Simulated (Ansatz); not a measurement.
**SiC (4H type, space group P6_3mc), energy against volume**

SiC (4H type, space group P6_3mc)

```cif
data_C4Si4
_chemical_formula_sum 'Si4 C4'
_space_group_name_H-M_alt 'P63mc'
_space_group_IT_number 186
_space_group_name_Hall 'P 6c -2c'
_cell_length_a 3.09412
_cell_length_b 3.09412
_cell_length_c 10.12917
_cell_angle_alpha 90.000
_cell_angle_beta 90.000
_cell_angle_gamma 120.000
loop_
_atom_site_label
_atom_site_type_symbol
_atom_site_symmetry_multiplicity
_atom_site_Wyckoff_symbol
_atom_site_fract_x
_atom_site_fract_y
_atom_site_fract_z
_atom_site_occupancy
Si1 Si 2 a 0.00000 0.00000 0.00031 1
Si2 Si 2 b 0.33333 0.66667 0.25025 1
C1 C 2 a 0.00000 0.00000 0.31285 1
C2 C 2 b 0.33333 0.66667 0.06221 1
```

Equation-of-state scan: isotropic scaling of the cell above, V₀ being its volume. The atoms relax within the cell's symmetry.

The numbers are results of PBE (plane waves to 420 eV, PAW, scalar-relativistic; Ansatz, a quantum-chemistry and plane-wave program), not measurements. k mesh 12×12×4 (Γ-centred), Fermi-Dirac smearing 0.05 eV. Energies are smeared free energies. With the shape held, the modulus is that of even scaling; a crystal free to change shape is softer. SiC was relaxed with its symmetry unable to fall. The PAW data are Ansatz's earlier set. The zero of ΔE is the relaxed starting cell.

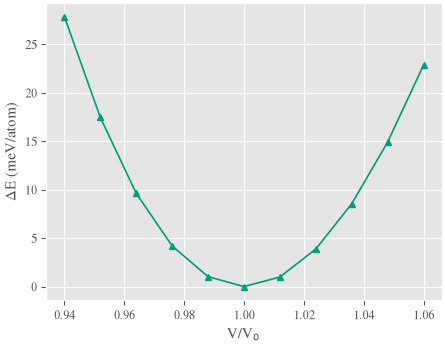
Figure. ΔE (meV/atom) against V/V₀; one marker a computed point.

The pressure at the smallest volume is 14.9 GPa and the pressure derivative B₀′ (fit) is 3.9. The bulk modulus at fixed cell shape B₀ (third-order Birch-Murnaghan fit) comes out as 213 GPa. The energy cost of the largest compression is 27.9 meV/atom. The pressure for 5 % compression (fit) comes out as 12.1 GPa.

P = (3B₀/2)(x⁷ − x⁵)[1 + ¾(B₀′ − 4)(x² − 1)] with x = (1/0.95)^(1/3), B₀ = 213 GPa and B₀′ = 3.93.

(A scan under strain: stresses follow from slopes of the energy per volume, elastic moduli from its curvatures.)
